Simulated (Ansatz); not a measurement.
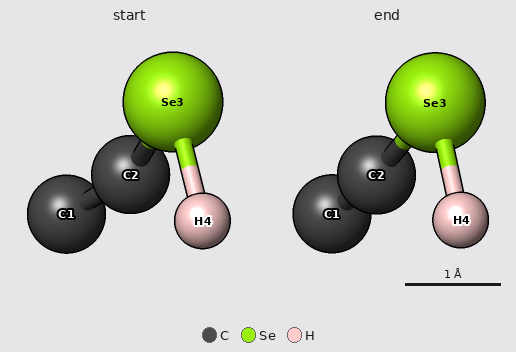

The structure of C2HSe (multiplicity 2) before (left) and after (right) a relaxation, at one scale.

Style: ball-and-stick. Shown from a free direction.

It is one of the separated reactants of a reaction.

Method: Ansatz 0.2.0, UKS PBE0-D4/def2-TZVP. (force threshold 0.005 eV/Å; at most 200 steps)

### Describe what moved and what it gained.

The largest move after the best rigid fit is that of C2, 0.15 Å. By element the largest moves are C 0.15 Å, Se 0.05 Å, H 0.02 Å. Some distances before and after: C2–Se3 1.792 → 1.766 Å, Se3–H4 1.502 → 1.482 Å, C1–C2 1.291 → 1.277 Å. Bond angles that change, for instance: C1–C2–Se3 162.5° → 173.1°. The energy falls by 0.035 eV in 7 geometry steps. Largest force component: 1 eV/Å at the start, 0.0016 eV/Å at the end. The run took 37 s on 2 threads of Arm Neoverse V2, with other jobs on the host.
